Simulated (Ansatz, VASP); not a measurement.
# CaO: VASP beside Ansatz, part 2 of 2

Aim: how closely do two programs agree when they are given the same cell, functional and k mesh?  The cell comes out of the VASP series on this material, whose earlier steps may have relaxed, scaled or displaced it; both programs get it as it stands.

VASP 6.6.1 and Ansatz 0.2.0.

So far. Step 4 (Comparison): The walks stopped with -0.05 GPa left in Ansatz and -0.02 GPa in VASP; each walk ends within a tolerance, so the volume difference is uncertain by about these residues over the bulk modulus, most in soft cells.

## Step 6: VASP: band structure, HSE06

Level of this step: HSE06; plane waves and PAW (Ca_sv, O) (VASP).

The same cell, functional, mesh and smearing now go to VASP, with its own data sets and cutoff.

Contents of INCAR:

```
SYSTEM = CaO
PREC = Accurate
ENCUT = 460
EDIFF = 1E-06
NELM = 100
ISMEAR = 0
SIGMA = 0.03
LREAL = .FALSE.
ALGO = Normal
LHFCALC = .TRUE.
AEXX = 0.25
GGA = PE
HFSCREEN = 0.2
LASPH = .TRUE.
NBANDS = 14
PRECFOCK = Fast
LORBIT = 11
LWAVE = .FALSE.
LCHARG = .FALSE.
KPAR = 4
```

Contents of POSCAR:

```
CaO
1.0
    0.0000000000      2.4087000000      2.4087000000
    2.4087000000      0.0000000000      2.4087000000
    2.4087000000      2.4087000000      0.0000000000
Ca O
1 1
Direct
    0.0000000000      0.0000000000      0.0000000000
    0.5000000000      0.5000000000      0.5000000000
```

Contents of KPOINTS:

```
Automatic mesh
0
Gamma
5 5 5
0 0 0
```

Contents of KPOINTS_OPT:

```
Line mode
10
Line-mode
Reciprocal
  0.00000000   0.00000000   0.00000000 GAMMA
  0.50000000   0.00000000   0.50000000 X

  0.50000000   0.00000000   0.50000000 X
  0.50000000   0.25000000   0.75000000 W

  0.50000000   0.25000000   0.75000000 W
  0.37500000   0.37500000   0.75000000 K

  0.37500000   0.37500000   0.75000000 K
  0.00000000   0.00000000   0.00000000 GAMMA

  0.00000000   0.00000000   0.00000000 GAMMA
  0.50000000   0.50000000   0.50000000 L

  0.50000000   0.50000000   0.50000000 L
  0.62500000   0.25000000   0.62500000 U

  0.62500000   0.25000000   0.62500000 U
  0.50000000   0.25000000   0.75000000 W

  0.50000000   0.25000000   0.75000000 W
  0.50000000   0.50000000   0.50000000 L

  0.50000000   0.50000000   0.50000000 L
  0.37500000   0.37500000   0.75000000 K

  0.62500000   0.25000000   0.62500000 U
  0.50000000   0.00000000   0.50000000 X
```

Potentials, in the order of the species: Ca_sv and O (PBE family, release 64).

Command:

```bash
> mpirun -np 4 vasp_std
```

Numbers of over 12 decimals in the logs are rounded to 6 here.

The log of the run:

```text
[banner, memory and clock lines left out]
running    4 mpi-ranks, on    1 nodes
[...]
LDA part: xc-table for (Slater+PW92), standard interpolation
 found WAVECAR, reading the header
 POSCAR, INCAR and KPOINTS ok, starting setup
[...]
reading WAVECAR
 the WAVECAR file was read successfully
 initial charge from wavefunction
 entering main loop
       N       E                     dE             d eps       ncg     rms          rms(c)
DAV:   1    -0.149383240347E+02   -0.14938E+02   -0.50274E-01   296   0.885E+00    0.118E+00
DAV:   2    -0.149017513036E+02    0.36573E-01   -0.93541E-02   304   0.350E+00    0.422E-01
DAV:   3    -0.149044304679E+02   -0.26792E-02   -0.20718E-02   312   0.113E+00    0.402E-01
DAV:   4    -0.149031072681E+02    0.13232E-02   -0.21175E-03   306   0.537E-01    0.191E-01
[...]
DAV:   8    -0.149027493506E+02    0.53366E-05   -0.53687E-06   328   0.256E-02    0.188E-02
DAV:   9    -0.149027476867E+02    0.16639E-05   -0.24628E-06   280   0.162E-02    0.101E-02
DAV:  10    -0.149027475028E+02    0.18391E-06   -0.51494E-07   140   0.808E-03
   1 F= -.14902748E+02 E0= -.14902748E+02  d E =-.120285E-14
 Start KPOINTS_OPT (optional k-point list driver)
k-point batch [1-10\100]
       N       E                     dE             ncg
DAV:   1    -0.713330852846E+03   -0.35239E+04      280
DAV:   2    -0.206924777655E+04   -0.13559E+04      340
DAV:   3    -0.215499545466E+04   -0.85748E+02      316
DAV:   4    -0.215750424261E+04   -0.25088E+01      406
DAV:   5    -0.215754964682E+04   -0.45404E-01      348
DAV:   6    -0.215755047989E+04   -0.83307E-03      394
DAV:   7    -0.215755050536E+04   -0.25472E-04      326
DAV:   8    -0.215755050576E+04   -0.40011E-06      194
[...]
k-point batch [91-100\100]
       N       E                     dE             ncg
DAV:   1    -0.820669035075E+03   -0.72288E+04      280
DAV:   2    -0.211187815210E+04   -0.12912E+04      316
DAV:   3    -0.218327384901E+04   -0.71396E+02      376
DAV:   4    -0.218603055124E+04   -0.27567E+01      436
DAV:   5    -0.218610186309E+04   -0.71312E-01      402
DAV:   6    -0.218610424831E+04   -0.23852E-02      490
DAV:   7    -0.218610436055E+04   -0.11225E-03      404
DAV:   8    -0.218610436215E+04   -0.15950E-05      368
DAV:   9    -0.218610436224E+04   -0.93068E-07      284
```

Parts of OUTCAR (step 6):

```text
 POSITION                                       TOTAL-FORCE (eV/Angst)
 -----------------------------------------------------------------------------------
      0.00000      0.00000      0.00000         0.000000     -0.000000     -0.000000
      2.40870      2.40870      2.40870        -0.000000      0.000000      0.000000
 -----------------------------------------------------------------------------------
    total drift:                                0.000000      0.000000      0.000000

  FREE ENERGIE OF THE ION-ELECTRON SYSTEM (eV)
  ---------------------------------------------------
  free  energy   TOTEN  =       -14.9027475028 eV

  energy  without entropy=      -14.9027475028  energy(sigma->0) =      -14.90274750

[... 3 further parts left out ...]
[key lines of the parts left out:]
E-fermi :   1.3938
```

## Step 7: Comparison

What differs besides the data sets and the points named for the pairs above, as far as they apply: exact exchange at q = 0 is treated differently, which shows on coarse meshes; VASP keeps PBE cores, Ansatz makes them for the functional; the cutoff is 420 eV in Ansatz and 460 eV in VASP; VASP takes a coarser grid for exact exchange (PRECFOCK = Fast). Total energies have different zeros and are not compared.

Compared:

| quantity | Ansatz | VASP | difference |
| --- | --- | --- | --- |
| gap over the path points (eV) | 5.336 | 5.321 | +0.016 |

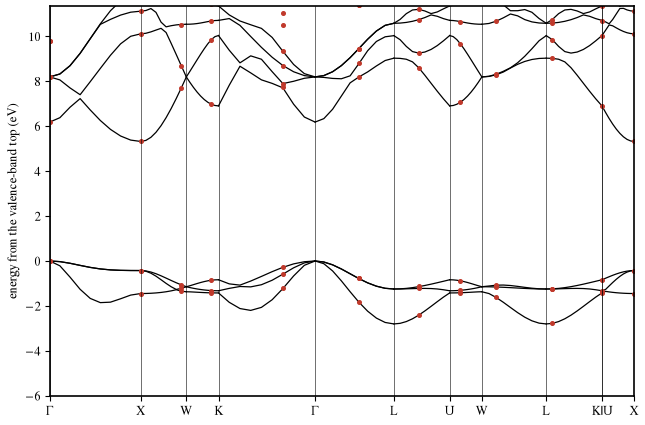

Bands from VASP (lines) and levels from Ansatz (dots). Dots without a line are higher empty bands that the VASP plot leaves out.

Levels at points of the path, from each program's valence-band top (eV; 3 filled, then empty):

| k (reciprocal lattice) | Ansatz | VASP |
| --- | --- | --- |
| 0.000 0.000 0.000 | 0.00 0.00 0.00 6.21 8.20 8.20 | 0.00 0.00 0.00 6.18 8.20 8.20 |
| 0.500 0.000 0.500 | -1.45 -0.42 -0.42 5.34 10.11 11.11 | -1.45 -0.42 -0.42 5.32 10.11 11.12 |
| 0.500 0.222 0.722 | -1.33 -1.22 -1.06 7.71 8.69 10.53 | -1.34 -1.22 -1.06 7.70 8.69 10.53 |
| 0.403 0.347 0.750 | -1.41 -1.31 -0.85 6.98 9.85 10.68 | -1.42 -1.32 -0.86 6.98 9.86 10.68 |
| 0.125 0.125 0.250 | -1.22 -0.58 -0.28 7.72 7.90 8.70 | -1.23 -0.59 -0.28 7.71 7.90 8.70 |
| 0.278 0.278 0.278 | -1.82 -0.77 -0.77 8.19 8.80 9.45 | -1.83 -0.78 -0.78 8.19 8.79 9.46 |
| 0.556 0.389 0.556 | -2.40 -1.21 -1.13 8.61 9.25 10.73 | -2.41 -1.22 -1.14 8.60 9.26 10.74 |
| 0.583 0.250 0.667 | -1.41 -1.30 -0.88 7.07 9.66 10.65 | -1.41 -1.30 -0.88 7.07 9.67 10.66 |
| 0.500 0.306 0.694 | -1.61 -1.15 -1.07 8.29 8.31 10.67 | -1.62 -1.16 -1.08 8.29 8.31 10.67 |
| 0.486 0.486 0.528 | -2.76 -1.23 -1.23 9.02 9.85 10.58 | -2.77 -1.25 -1.24 9.02 9.85 10.59 |

Among the levels compared (up to four filled and three empty ones at each point), filled levels agree within 18 meV and empty ones within 23 meV.

## Step 8: Results

```json
{
  "difference in volume (relaxation of cell and atoms, LDA)": "-0.71 %",
  "difference in gap over the path points (band structure, HSE06)": "0.016 eV"
}
```

What this shows: The difference in volume is -0.71 % (relaxation of cell and atoms, LDA), within the 1.2 % picked in this series as the mark of a large difference, as far as the stopping tolerances let one tell. How closely two codes agree says nothing of how well the functional describes the real material.

[Lines on the potential files, build, host, timing and source positions are cut from VASP's logs without a mark.]

[Logs are printed without paths, hosts, clocks, repeated set-up lines and the standing remarks that a program may print on its own settings, such as how far it seeks lower states.]

[Hosts, paths, dates, database ids (printed as entryN), source tags and the programs' standing remarks are cut or masked in the printed files.]
